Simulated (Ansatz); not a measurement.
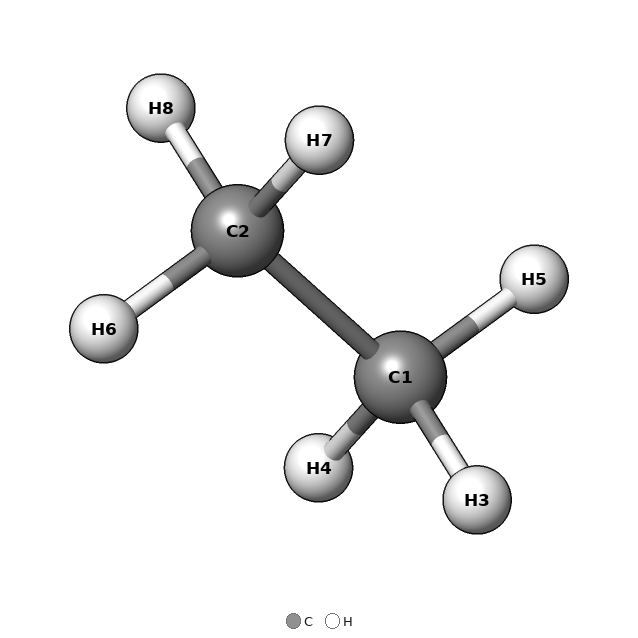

Harmonic vibrations computed with RKS PBE0-D4/def2-TZVP (Ansatz 0.2.0) at a stationary point of the same level.

> Minimum or transition state?

A minimum: no imaginary frequency, and the lowest mode lies at 310 cm⁻¹.

> How many vibrational modes are there, and where do they lie?

18 modes: 310, 822, 822, 1026, 1217, 1217, 1399, 1417, 1495, 1495, 1497, 1497, 3049, 3050, 3105, 3105, 3131, 3131 cm⁻¹.
